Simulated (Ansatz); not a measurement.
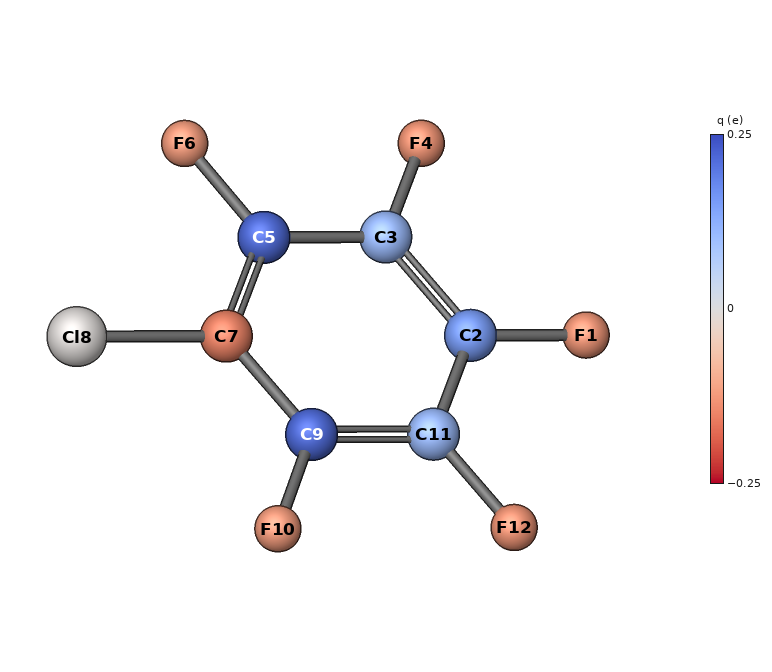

Atoms are coloured by their Mulliken charges. The geometry was computed by an optimisation with PBE-D4/def2-SVP. No frequency run is at hand to confirm it as a minimum. Method: RKS PBE-D4/def2-SVP (Ansatz 0.2.0).

**Which atom carries the highest charge (most positive or least negative)?**

C5, C9 (0.21 e).

**And the lowest?**

C7 (−0.15 e).

List the Mulliken charges.

```json
{"atom": "F1", "value (e)": "−0.12"}
{"atom": "C2", "value (e)": "0.15"}
{"atom": "C3", "value (e)": "0.10"}
{"atom": "F4", "value (e)": "−0.13"}
{"atom": "C5", "value (e)": "0.21"}
{"atom": "F6", "value (e)": "−0.12"}
{"atom": "C7", "value (e)": "−0.15"}
{"atom": "Cl8", "value (e)": "0.00"}
{"atom": "C9", "value (e)": "0.21"}
{"atom": "F10", "value (e)": "−0.12"}
{"atom": "C11", "value (e)": "0.10"}
{"atom": "F12", "value (e)": "−0.13"}
```

Mulliken values depend strongly on the basis set and can even reverse the polarity of a bond.
